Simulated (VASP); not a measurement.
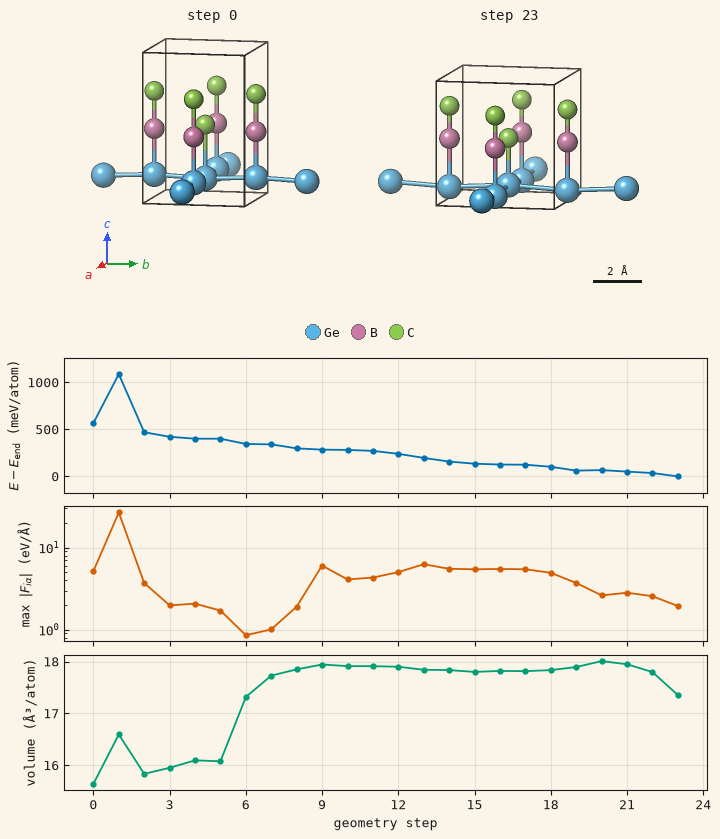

First and last geometry of a relaxation of a crystal of Ge3B2C3 (a generated structure, set up in P4mm), with the history of the run. The picture is a ball-and-stick view of the cell of the calculation, seen slightly off an axis.

The run lets cell and atoms move.

The calculation used VASP, Kohn-Sham DFT of a periodic cell, PBE, VASP PAW PBE potentials, recommended.

Input
```
SYSTEM = Ge3B2C3
PREC = Normal ; ENCUT = 520
EDIFF = 1E-4 ; ISMEAR = 0
SIGMA = 0.15 ; LREAL = .FALSE.
LASPH = .TRUE. ; NELM = 60
ALGO = Fast ; ISIF = 3
LWAVE = .FALSE. ; LCHARG = .FALSE.
GGA = PE ; IBRION = 2
NSW = 24 ; EDIFFG = -0.08
```

Run as
```bash
cat potpaw_PBE.64/Ge_d/POTCAR potpaw_PBE.64/B/POTCAR potpaw_PBE.64/C/POTCAR > POTCAR
mpirun -np 1 vasp_std > vasp.out
```

Q: Did the run converge, and what did it change?

A: The relaxation stopped without meeting its thresholds, so the last structure isn't shown to be converged. Over 23 geometry steps the energy falls by 568 meV per atom. The largest force component goes from 5.2 to 1.9 eV/Å. Pressure: 4.58 GPa at the start and −4.26 GPa at the end. The largest moves relative to the cell, 0.31 Å, are those of Ge atoms. Largest moves by element: Ge 0.31 Å, C 0.20 Å, B 0.13 Å. The drawn cell changes as follows: a = b 4.407 → 5.113 Å (+16.0 %), c 6.442 → 5.311 Å (−17.6 %); the volume changes by +10.9 %. Some distances before and after: C–Ge 2.880 → 1.865 Å, Ge–Ge 2.206 → 2.561 Å, B–C 2.216 → 2.558 Å, C–Ge 2.292 → 2.002 Å. New bonds form: C–Ge (2.88 → 1.86 Å). Among the angles between lasting bonds that change: Ge–Ge–B 92.6° → 86.6°, Ge–Ge–C 87.4° → 93.4°. The space group stays P4mm (No. 99). At step 1 the optimiser overshot: the energy rose above the start, and later steps came back. The volume changes by over a tenth within one run on a fixed set of plane waves, so the end point should be relaxed again from the new cell. It ran on 1 thread of Intel(R) Xeon(R) Platinum 8259CL CPU @ 2.50GHz (Skylake/Cascade Lake) (shared host).

| step | E − E(0), meV/atom | largest force component, eV/Å | pressure, GPa | volume, Å³/atom |
| --- | --- | --- | --- | --- |
| 0 | 0.00 | 5.1663 | 4.58 | 15.643 |
| 1 | 521.17 | 26.7830 | 19.70 | 16.594 |
| 2 | -97.47 | 3.7053 | 4.55 | 15.836 |
| 3 | -146.05 | 1.9762 | 4.10 | 15.952 |
| 4 | -166.16 | 2.0736 | 5.31 | 16.096 |
| 5 | -166.58 | 1.7072 | 5.26 | 16.078 |
| 6 | -222.37 | 0.8551 | -2.27 | 17.318 |
| 7 | -226.54 | 1.0073 | -3.73 | 17.730 |
| 8 | -269.20 | 1.9080 | -4.27 | 17.850 |
| 9 | -282.94 | 6.0382 | -2.69 | 17.944 |
| 10 | -285.50 | 4.0919 | -4.04 | 17.913 |
| 11 | -296.09 | 4.3124 | -3.98 | 17.912 |
| 12 | -327.32 | 5.0284 | -3.59 | 17.900 |
| 13 | -370.87 | 6.2703 | -0.41 | 17.842 |
| 14 | -409.75 | 5.5121 | -0.01 | 17.836 |
| 15 | -432.45 | 5.4426 | 3.38 | 17.801 |
| 16 | -441.52 | 5.4870 | 1.10 | 17.820 |
| 17 | -443.13 | 5.4451 | 1.58 | 17.815 |
| 18 | -465.12 | 4.9310 | 0.13 | 17.836 |
| 19 | -506.34 | 3.7087 | -3.41 | 17.895 |
| 20 | -500.50 | 2.6127 | -8.50 | 18.009 |
| 21 | -516.73 | 2.8192 | -6.02 | 17.949 |
| 22 | -531.78 | 2.5579 | -5.24 | 17.798 |
| 23 | -567.52 | 1.9394 | -4.26 | 17.356 |

Limits of the set-up: layers or molecules are held without a dispersion correction, so their spacing is unreliable.
